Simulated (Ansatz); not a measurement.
# One shape, several levels: HS (SMILES [SH])

We compute a comparison of 5 runs (UB2PLYP/3-21G, UBLYP/3-21G, UPBE0/3-21G, UCCSDT/3-21G, UCCSD(T)/cc-pVDZ) of HS. 

The calculation is run with Ansatz 0.2.0.

55 further runs of the same task are left out: 2 that didn't finish, 53 set aside as unsound or not needed.

## (1) The structure to begin with

The species is HS (2 atoms), meant as a doublet with charge 0. As SMILES, `[SH]`. The H2–S1 distance was set to 3.364 Å, away from the relaxed value.

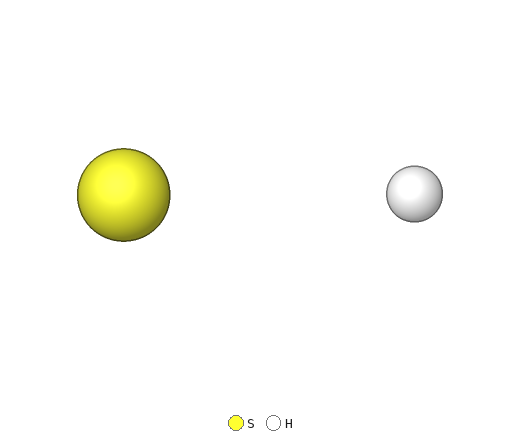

Viewed from a chosen angle; sulfur yellow, hydrogen white.

## (2) A single-point energy at UB2PLYP/3-21G (run 1)

File molecule.yaml:

```yaml
basis:
  gaussian: {orbitals: 3-21G.json}
crystal:
  periodic: [false, false, false]
  atoms:
    - {symbol: S, position_ang: [2.298235, -0.751238, 1.181837]}
    - {symbol: H, position_ang: [-0.574560, 0.187810, -0.295460]}
correlation: {frozen_orbitals: {H: 0, S: 5}}
magnetization: {spin_polarized: true, initial_magnetization: 1}
hamiltonian: {xc: {name: B2PLYP}}
accuracy: high
```

The basis set 3-21G is read from a file made from the Basis Set Exchange's data (not shown).

The run is started by

```console
$ ansatz run molecule.yaml --threads 1 --pin off --max-ram 3480MiB --events-out events.jsonl --progress --plain --runs-dir runs
```

Log:

```text
Warning: RAYON_NUM_THREADS=1 ignored (pool sized by the plan → 1); use --threads N
Functional definition: B2PLYP
  name "B2PLYP"
  parameter a = 0.53
  parameter c = 0.27
  exchange = (1 - a)*b88_x + a*exact_x
  correlation = (1 - c)*lyp_c + c*(mp2_os + mp2_ss)
258 factors; integrals over basis functions are off by at most 3.6e-9 eV
mean field evaluation 1: about -10781.3841 eV, gradient 1.3e1 eV
mean field evaluation 2: about -10781.3849 eV, gradient 1.3e1 eV
mean field evaluation 4: about -10779.5250 eV, gradient 1.9e1 eV
mean field evaluation 8: about -10787.3902 eV, gradient 8.6e0 eV
mean field evaluation 16: about -10788.4152 eV, gradient 6.4e-2 eV
mean field evaluation 32: about -10788.9361 eV, gradient 2.8e-4 eV
mean field evaluation 64: about -10788.3535 eV, gradient 3.9e-2 eV
mean field evaluation 96: about -10788.3946 eV, gradient 1.9e-1 eV
mean field evaluation 128: about -10778.1296 eV, gradient 1.4e1 eV
mean field evaluation 160: about -10788.8919 eV, gradient 2.1e-2 eV
mean field -10788.93608075 eV, -396.4860879641 hartree, gradient 2.6e-8 eV, S^2 1.734315; 12 other end points of the search recorded, 0 dependent functions left out
5 core orbitals not correlated: weight in the atoms' cores, before any rotation towards them, 1.000 or more for the frozen orbitals, at most 0.000 for the correlated occupied ones
reference -10788.93609772 eV, -396.4860885878 hartree; 4, 3 occupied and 6, 7 virtual orbitals, 258 factors
second order -0.67981143 eV of doubles, -0.00000000 eV of singles
Total energy: -10789.11964681 eV, -396.4928338923 hartree
```

Wall time 5.4 s (1 thread of Arm Neoverse V1, shared host); peak memory 0.091 GiB.

## (3) A single-point energy at UBLYP/3-21G (run 2)

File job.yaml:

```yaml
basis:
  gaussian:
    orbitals: 3-21G.json
crystal:
  periodic: [false, false, false]
  atoms:
    - {symbol: S, position_ang: [2.298235, -0.751238, 1.181837]}
    - {symbol: H, position_ang: [-0.574560, 0.187810, -0.295460]}
magnetization:
  spin_polarized: true
  initial_magnetization: 1
hamiltonian:
  xc: {name: BLYP}
accuracy: high
```

The basis set 3-21G is read from a file made from the Basis Set Exchange's data (not shown).

The run is started by

```console
$ ansatz run job.yaml --threads 1 --pin off --max-ram 3480MiB --events-out events.jsonl --progress --plain --runs-dir runs
```

Log, cut to the lines that bear on the results:

```text
Warning: RAYON_NUM_THREADS=1 ignored (pool sized by the plan → 1); use --threads N
Functional definition: BLYP
  name "BLYP"
[...]
258 factors; integrals over basis functions are off by at most 3.6e-9 eV
[...]
mean field -10792.95913492 eV, -396.6339324778 hartree, gradient 2.5e-8 eV, S^2 1.686789; 13 other end points of the search recorded, 0 dependent functions left out
reference -10792.95917055 eV, -396.6339337872 hartree; 9, 8 occupied and 6, 7 virtual orbitals, 258 factors
Total energy: -10792.95917055 eV, -396.6339337872 hartree
```

It took 3.6 s on 1 thread of Arm Neoverse V1, shared host.

Runs 3 to 4 aren't shown in full; the table further down has their settings and results.

## (4) A single-point energy at UCCSD(T)/cc-pVDZ (run 5)

File in.yaml:

```yaml
crystal:
  periodic: [false, false, false]
  atoms:
    - {symbol: S, position_ang: [2.298235, -0.751238, 1.181837]}
    - {symbol: H, position_ang: [-0.574560, 0.187810, -0.295460]}
basis:
  gaussian:
    orbitals: cc-pVDZ
magnetization:
  spin_polarized: true
  initial_magnetization: 1
correlation:
  method: ccsd_t
  frozen_orbitals: {H: 0, S: 5}
accuracy: high
scf:
  omitted_lower_state_checks: [cluster_reference, increment]
```

The run is started by

```console
$ ansatz run in.yaml --threads 1 --pin off --max-ram 3480MiB --events-out events.jsonl --progress --plain --runs-dir runs
```

Log:

```text
Warning: RAYON_NUM_THREADS=1 ignored (pool sized by the plan → 1); use --threads N
[... 20 lines left out ...]
5 core orbitals not correlated: weight in the atoms' cores, before any rotation towards them, 1.000 or more for the frozen orbitals, at most 0.000 for the correlated occupied ones
[... 37 lines left out ...]
Total energy: -10832.86303563 eV, -398.1003737812 hartree
Checks for a lower state left out: cluster_reference, increment
```

Run time: 0.9 s. Hardware: 1 thread of Arm Neoverse V1, shared host.

## (5) The series

| run | level | frozen core orbitals | energy (Eh) | ⟨S²⟩ | wall time |
| --- | --- | --- | --- | --- | --- |
| 1 | UB2PLYP/3-21G | 5 | -396.492834 | 1.734 | 5.4 s |
| 2 | UBLYP/3-21G | – | -396.633934 | 1.687 | 3.6 s |
| 3 | UPBE0/3-21G | – | -396.503969 | 1.726 | 2.6 s |
| 4 | UCCSDT/3-21G | 5 | -396.075151 | 1.743 | 1 s |
| 5 | UCCSD(T)/cc-pVDZ | 5 | -398.100374 | 1.748 | 0.9 s |

## (6) What came out

```
                                          quantity          value
                               run 5: total energy  -398.10037 Eh
run 5: correlation energy (5 core orbitals frozen)     -104.0 mEh
                             run 5: (T) correction      -1.16 mEh
          run 5: ⟨S²⟩ of the reference determinant          1.748
                              run 5: T1 diagnostic          0.007
```

In words: Totals of different functionals can't be ranked against each other. Spin contamination of the reference: run 5 ⟨S²⟩ = 1.75, run 4 ⟨S²⟩ = 1.74, run 1 ⟨S²⟩ = 1.73, run 3 ⟨S²⟩ = 1.73, run 2 ⟨S²⟩ = 1.69. Where it is this large, the reference is a mixture of spin states, and values that rest on it are in doubt. All runs together took 14 s, the longest 5.4 s.
